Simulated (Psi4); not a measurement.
# SiH2S2 (SMILES S[Si]S) at 5 levels

Aim: a comparison of 5 runs (HF-D4/aug-pcseg-2, PBE0/def2-SVP, r2SCAN/pcseg-2, CEPA(1)/cc-pVDZ-DK) of SiH2S2. 

Program for the calculation: Psi4 1.11.

3 further runs of the same task are left out: 1 that didn't finish, 2 set aside as unsound or not needed.

## (1) The structure to begin with

The species is SiH2S2 (5 atoms), meant as a singlet with charge 0. SMILES: `S[Si]S`. Geometry: relaxed at PBE0-D4/def2-TZVP. This is one conformer, not always the lowest.

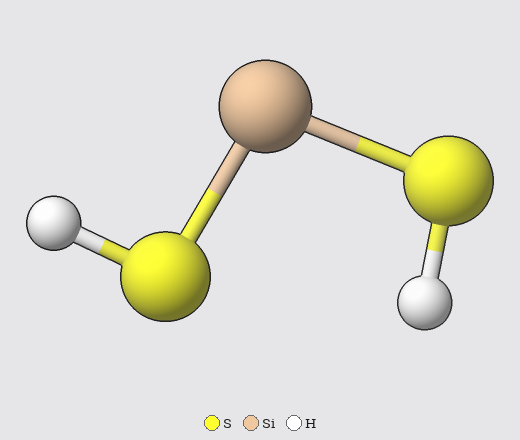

Viewed from a chosen angle; sulfur yellow, silicon light orange, hydrogen white.

## (2) The energy at HF-D4/aug-pcseg-2 (density fitting) (run 1)

input.inp

```
memory 1600 MB

molecule mol {
  0 1
  S     -1.21074753    -1.93470161    -1.02271978
  Si    -1.23814856     1.83095564     0.44937687
  S      2.69569432     2.11139100     1.38743692
  H     -3.69384766    -1.96947257    -1.55921303
  H      3.54153573    -0.17744528     0.66688435
  units bohr
}

set {
  basis                     aug-pcseg-2
  scf_type                  df
  orbital_optimizer_package ooo
}

energy_value, wavefunction = energy('hf-d4', return_wfn=True)
```

Run with:

```
$ psi4 -n 1 input.inp input.out
```

input.out:

```text
[...]
  Running in c1 symmetry.
[...]
  Nuclear repulsion =  175.698373813974484
[...]
  Multiplicity = 1
[...]
  Nalpha       = 24
  Nbeta        = 24
[...]
    Number of basis functions: 196
[...]
   @DF-RHF iter   1: -1085.16895586831401   -1.08517e+03   1.42479e-03 ADIIS+DIIS
[...]
   @DF-RHF iter   8: -1085.22422156420475   -2.28305e-07   4.93747e-07 Converged
[...]
  @DF-RHF Final Energy: -1085.24299597626418
   => Energetics <=
    Nuclear Repulsion Energy =            175.6983738139744844
    One-Electron Energy =               -1852.6009141533727416
    Two-Electron Energy =                 591.6783187751882451
    Total Energy =                      -1085.2429959762641829
[...]
 Multipole Moments:
 ------------------------------------------------------------------------------------
     Multipole            Electronic (a.u.)      Nuclear  (a.u.)        Total (a.u.)
 ------------------------------------------------------------------------------------
 L = 1.  Multiply by 2.5417464519 to convert [e a0] to [Debye]
 Dipole X            :         -0.1103518           -0.2084042           -0.3187561
 Dipole Y            :          1.4004934           -1.6423088           -0.2418155
 Dipole Z            :          0.5265898           -0.6886525           -0.1620627
 Magnitude           :                                                    0.4316764
[...]
```

Wall time 5.1 s (1 thread of AMD EPYC 7R13 (Zen 3), shared host); peak memory 0.35 GiB.

## (3) A single-point energy at PBE0/def2-SVP (run 2)

h2s2si.xyz

```xyz
5
H2S2Si
S     -0.640700    -1.023800    -0.541200
Si    -0.655200     0.968900     0.237800
S      1.426500     1.117300     0.734200
H     -1.954700    -1.042200    -0.825100
H      1.874100    -0.093900     0.352900
```

h2s2si_ase.py

```python
import numpy as np
from ase.calculators.psi4 import Psi4
from ase.io import read

mol = read('h2s2si.xyz')
calc = Psi4(atoms=mol, method='pbe0', basis='def2-SVP', memory='1600MB', num_threads=1, charge=0, multiplicity=1, label='calc', reference='rks')
calc.psi4.set_options({'puream': True, 'e_convergence': 1e-09, 'd_convergence': 1e-08, 'scf_type': 'pk', 'dft_radial_points': 99, 'dft_spherical_points': 590})
mol.calc = calc

print(f'energy: {mol.get_potential_energy():.6f} eV')
```

Run with:

```
$ python h2s2si_ase.py
```

calc.dat:

```text
[...]
  Running in c1 symmetry.
[...]
  Nuclear repulsion =  175.698373892507874
[...]
  Multiplicity = 1
[...]
  Nalpha       = 24
  Nbeta        = 24
[...]
    Number of basis functions: 64
[...]
   @RKS iter   1: -1086.31501454683348   -2.16687e-01   4.69297e-03 ADIIS/DIIS
[...]
   @RKS iter  11: -1086.36675061704727   -1.36424e-12   3.65730e-09 DIIS
[...]
  @RKS Final Energy: -1086.36675061704727
   => Energetics <=
    Nuclear Repulsion Energy =            175.6983738925078740
    One-Electron Energy =               -1852.0328272165452290
    Two-Electron Energy =                 644.8066614024812679
    DFT Exchange-Correlation Energy =     -54.8389586954911437
    Empirical Dispersion Energy =           0.0000000000000000
    VV10 Nonlocal Energy =                  0.0000000000000000
    Total Energy =                      -1086.3667506170472734
[...]
 Multipole Moments:
 ------------------------------------------------------------------------------------
     Multipole            Electronic (a.u.)      Nuclear  (a.u.)        Total (a.u.)
 ------------------------------------------------------------------------------------
 L = 1.  Multiply by 2.5417464519 to convert [e a0] to [Debye]
 Dipole X            :         -0.0857481           -0.2084042           -0.2941523
 Dipole Y            :          1.2674028           -1.6423088           -0.3749060
 Dipole Z            :          0.4795202           -0.6886525           -0.2091323
 Magnitude           :                                                    0.5204003
[...]
```

On the terminal:

```text
energy: -29561.545015 eV
```

Run time: 7.5 s. Hardware: 1 thread of AMD EPYC 7R13 (Zen 3), shared host; peak memory 0.65 GiB.

Runs 3 to 4 aren't shown in full; the table further down has their settings and results.

## (4) A single-point energy at CEPA(1)/cc-pVDZ-DK (sfX2C, density fitting) (run 5)

calc.py

```python
import psi4

psi4.set_memory(1600000000)
psi4.set_num_threads(1)
psi4.set_output_file('output.dat', False)

mol = psi4.geometry("""
0 1
S
Si 1 2.139604
S 2 2.145206 1 98.16943
H 1 1.344446 2 94.76132 3 -179.99585
H 3 1.346381 2 101.23538 1 0.00657
""")

psi4.set_options({
    'basis': 'cc-pVDZ-DK',
    'reference': 'rhf',
    'scf_type': 'df',
    'freeze_core': True,
    'relativistic': 'x2c',
})

e = psi4.energy("cepa(1)", molecule=mol)
print('E =', round(e, 9))
```

Run with:

```
$ python calc.py
```

output.dat:

```text
[...]
  Running in c1 symmetry.
[...]
  Nuclear repulsion =  175.698378337244407
[...]
  Multiplicity = 1
[...]
  Nalpha       = 24
  Nbeta        = 24
[...]
    Number of basis functions: 64
[...]
    WARNING: The X2C and Dirac Hamiltonians have substatially different eigenvalues!
             This is probably caused by the recontraction of the basis set.
[...]
   @DF-RHF iter   1: -1087.90809918034006   -4.40684e-01   3.50562e-03 ADIIS/DIIS
[...]
   @DF-RHF iter  12: -1087.95477077951568   -2.04636e-12   5.47379e-09 DIIS
[...]
  @DF-RHF Final Energy: -1087.95477077951568
   => Energetics <=
    Nuclear Repulsion Energy =            175.6983783372444066
    One-Electron Energy =               -1855.7582140411582259
    Two-Electron Energy =                 592.1050649243982207
    Total Energy =                      -1087.9547707795156839
[...]
 Multipole Moments:
 ------------------------------------------------------------------------------------
     Multipole            Electronic (a.u.)      Nuclear  (a.u.)        Total (a.u.)
 ------------------------------------------------------------------------------------
 L = 1.  Multiply by 2.5417464519 to convert [e a0] to [Debye]
 Dipole X            :         -0.0001536            0.0002277            0.0000741
 Dipole Y            :          0.1864195            0.2247018            0.4111213
 Dipole Z            :          1.4844719           -1.7788659           -0.2943940
 Magnitude           :                                                    0.5056566
[...]
      * SCS-MP2 total energy:                -1088.299312778363
[...]
      * MP2 total energy:                    -1088.302984156742
[...]
```

On the terminal:

```text
E = -1088.352062523
```

Wall time 9.9 s (1 thread of AMD EPYC 7R13 (Zen 3), shared host); peak memory 0.36 GiB.

## (5) Overview of the runs

```
run                                                           level  integrals  integral approximation   energy (Eh)  dipole moment (D)  HOMO energy (eV)  LUMO energy (eV)  wall time
  1                             HF-D4/aug-pcseg-2 (density fitting)         df       program's default  -1085.242996               1.10             -9.45              0.62      5.1 s
  2                                                   PBE0/def2-SVP         pk                    none  -1086.366751               1.32             -7.06             -2.10      7.5 s
  3                                                  r2SCAN/pcseg-2         pk                    none  -1087.076657               1.19             -6.32             -2.95       35 s
  4  CEPA(1)/cc-pVDZ-DK (sfX2C, density fitting with cc-pvtz-jkfit)         df           cc-pvtz-jkfit  -1088.351948                  –             -9.41              1.00       10 s
  5                     CEPA(1)/cc-pVDZ-DK (sfX2C, density fitting)         df       program's default  -1088.352063                  –             -9.41              1.00      9.9 s
```

## (6) Results

| quantity | value |
| --- | --- |
| run 5: total energy | -1088.35206 Eh |
| run 5: HOMO energy (Hartree–Fock orbitals) | -9.41 eV |
| run 5: LUMO energy (Hartree–Fock orbitals) | 1.00 eV |
| run 5: HOMO–LUMO gap (Hartree–Fock orbitals) | 10.41 eV |
| run 5: correlation energy (15 core orbitals frozen) | -397.3 mEh |

What this shows: Over runs 1, 2, 3 the dipole moment (its size) runs from 1.10 D (HF-D4/aug-pcseg-2) to 1.32 D (PBE0/def2-SVP). The two ends differ in method and basis. Over runs 1, 2, 3 the HOMO–LUMO gap runs from 3.38 eV (r2SCAN/pcseg-2) to 10.07 eV (HF-D4/aug-pcseg-2). Totals of different functionals can't be ranked against each other. Some runs of one species differ in core potentials or relativity; totals across that change don't compare. All runs together took 68 s, the longest 35 s.
